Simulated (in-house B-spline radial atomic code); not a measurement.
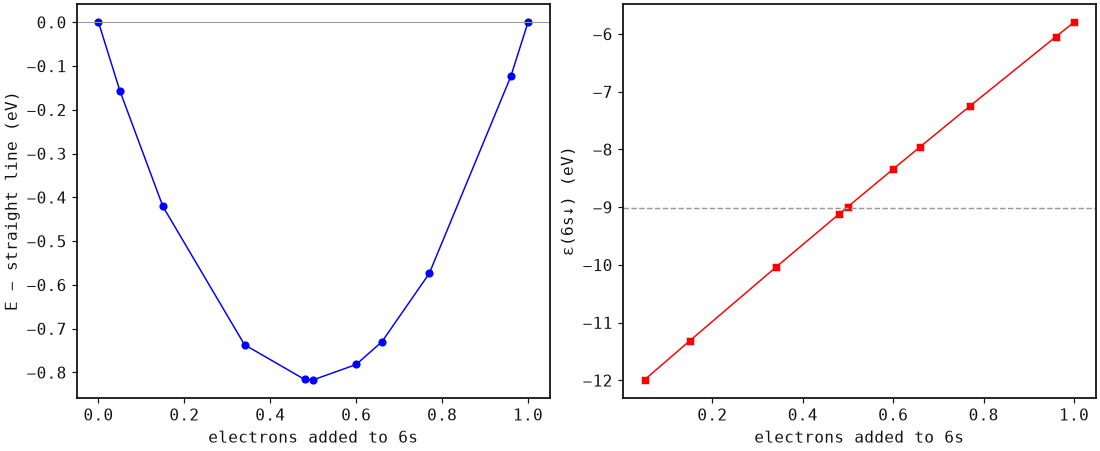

The calculation used an in-house B-spline radial code at this level: scalar-relativistic (spin-free one-electron X2C) PBE, spin-polarised, spherical fractional occupations, Fermi nucleus, basis-set limit. The occupation of the 6s shell is varied from Ir⁺ ([Xe] 4f14 5d7 6s1 (high spin)) to Ir ([Xe] 4f14 5d7 6s2 (high spin)), with spherical fractional occupations. The plot shows the total energy less the straight line between the end points, and the eigenvalue of 6s↓ (the dashed line is minus the energy to take the whole electron out).

Question: What does the shape say about the method?

Answer: The curve is convex (below the straight line), with the largest deviation among the points computed, −0.82 eV, at 0.5. The end points differ by 9.02 eV, the energy to take the electron out. The eigenvalue, which is the slope of the energy (Janak's theorem), moves from −12.0 eV at 0.05 to −5.80 eV at 1; for a straight line it would stay constant, and a parabola would sag by an eighth of this change, scaled to a whole electron, 0.82 eV. Convexity is the delocalisation error: fractional charges are too low in energy.
